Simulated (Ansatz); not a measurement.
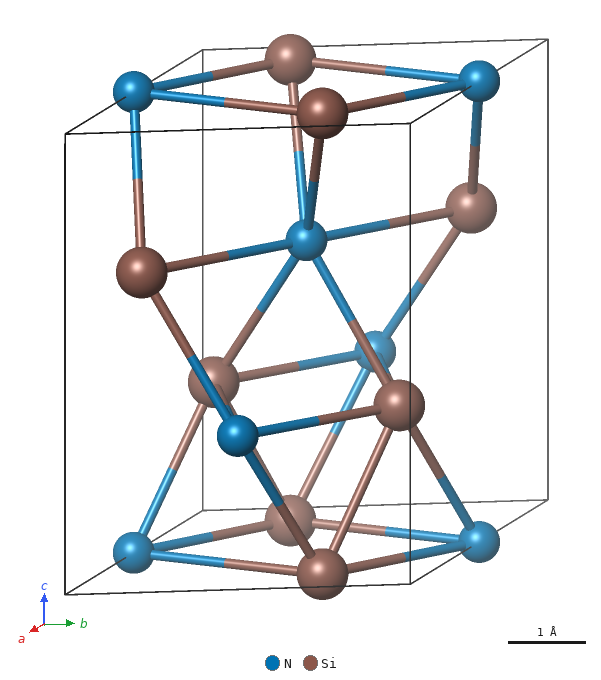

This ball-and-stick model is shown slightly off an axis. The wireframe shows the simulation cell.

```
CELL_PARAMETERS angstrom
4.54182 0.00000 0.00000
-2.27091 3.93333 0.00000
0.00000 0.00000 6.23753
ATOMIC_POSITIONS crystal
N 0.50000 0.00000 0.00000
N 0.50000 0.50000 0.66667
N 0.00000 0.50000 0.33333
Si 0.15897 0.31794 0.00000
Si 0.84103 0.15897 0.66667
Si 0.68206 0.84103 0.33333
Si 0.84103 0.68206 0.00000
Si 0.15897 0.84103 0.66667
Si 0.31794 0.15897 0.33333
```

The numbers come from DFT, PAW plane waves, PBE in Ansatz, using wavefunction cutoff 420 eV, a 9×9×6 mesh of k-points, Gaussian smearing of 0.059 eV, no spin polarisation.

### What charge does Bader's analysis assign to each element?

Si +0.55 e; N -1.10 e.

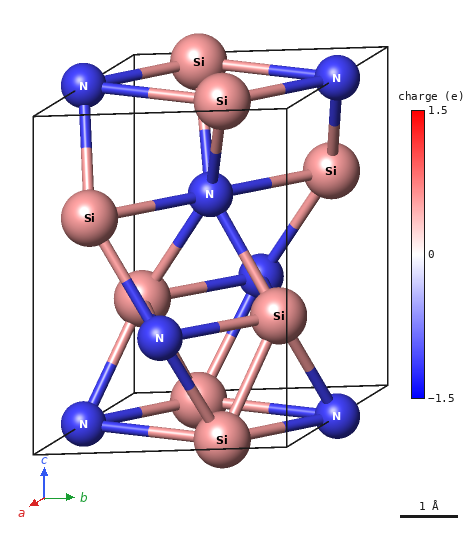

The atoms coloured by those charges.

Shown is a generated cell, made by putting these elements into a known structure type (the compound may or may not exist in this form), as it stood before any relaxation. Ansatz was used for an electronic-structure calculation on it.

At this level of theory the cell isn't at rest (stretched, at -8 GPa and forces up to 1.1 eV/Å), so its distances can differ from those at equilibrium, the more so the softer the solid.
